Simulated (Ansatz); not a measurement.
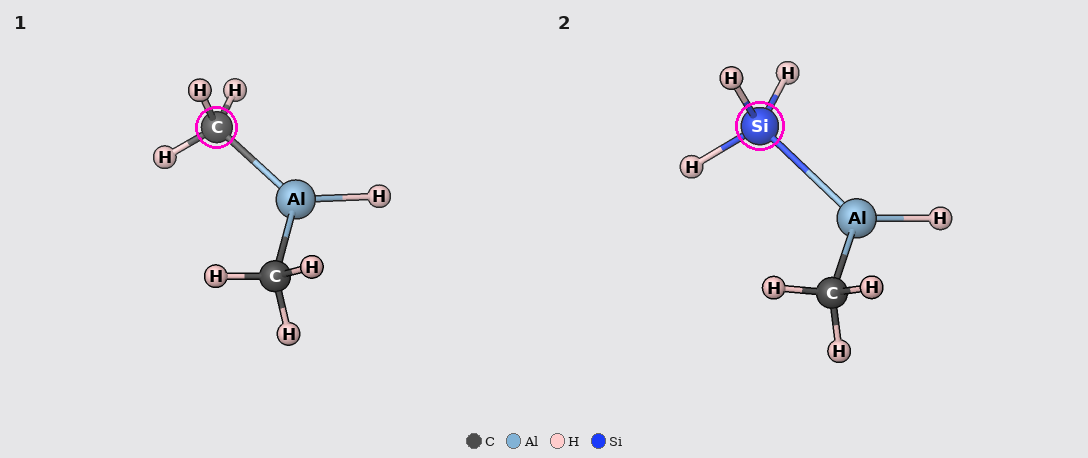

2 molecules with one skeleton, seen from the same side and at one scale; the atom that differs is circled. Each species is neutral and a spin singlet. Computed geometries: PBE0-D4/def2-TZVP optimisations, one conformation each. Properties computed with Ansatz 0.2.0.

One atom differs, called X below: C in panel 1, Si in panel 2. Their formulas are C2H7Al (`[CH3][AlH][CH3]`), CH7AlSi (`[CH3][AlH][SiH3]`).

In which is the HOMO energy (Kohn–Sham orbital) higher (B3LYP-D4/def2-TZVPP)?

Answer. In panel 2 (X = Si).

In which is the vertical ionisation energy higher (B3LYP-D4/def2-TZVPP)?

Answer. In panel 1 (X = C).

Give the values. With PBE0-D4/def2-TZVP: length of X–Al (Å), mean length of X–H (Å), mean angle H–X–H (°). With B3LYP-D4/def2-TZVPP: dipole moment (D), HOMO energy (Kohn–Sham orbital) (eV), HOMO–LUMO gap (eV), vertical ionisation energy (eV).

```
                            quantity  1 (C)  2 (Si)   2 − 1
                  length of X–Al (Å)  1.954   2.461  +0.507
              mean length of X–H (Å)  1.095   1.493  +0.398
                mean angle H–X–H (°)  107.2   106.9    −0.3
                   dipole moment (D)   0.66    1.02   +0.36
HOMO energy (Kohn–Sham orbital) (eV)  −7.54   −7.16   +0.38
                  HOMO–LUMO gap (eV)   6.47    5.23   −1.24
     vertical ionisation energy (eV)   9.90    9.36   −0.54
```
